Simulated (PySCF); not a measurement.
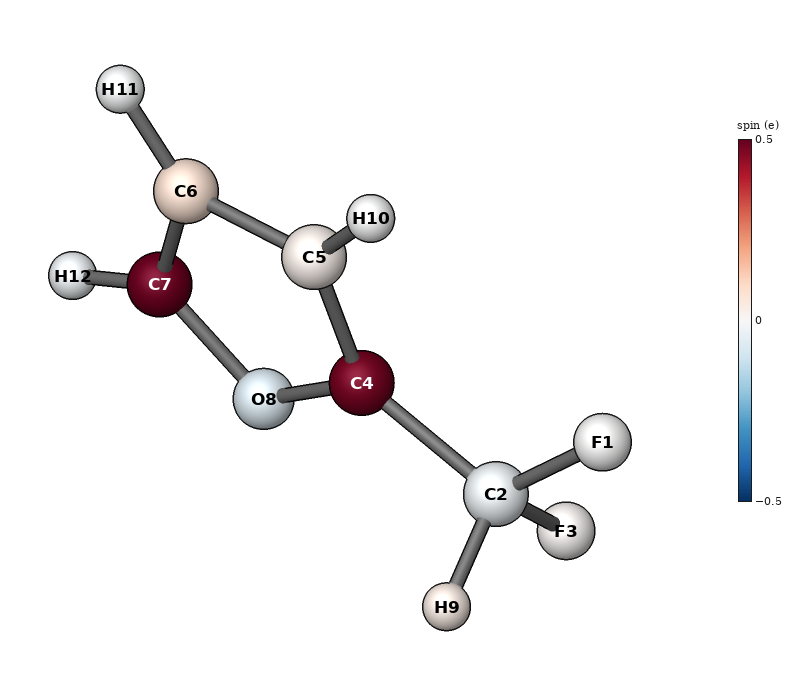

Atoms are coloured by their Mulliken spin populations. Charge +1, doublet. The computed structure is the end point of a GFN2-xTB optimisation. No frequency run is at hand to confirm it as a minimum. Level of theory: UKS B3LYP, pcH-1 on C F H O, non-relativistic (PySCF 2.14.0).

List the Mulliken spin populations.

```csv
atom,value (e)
F1,0.00
C2,−0.02
F3,0.01
C4,0.48
C5,0.03
C6,0.07
C7,0.49
O8,−0.06
H9,0.04
H10,0.00
H11,0.00
H12,−0.02
```

Mulliken values depend strongly on the basis set.
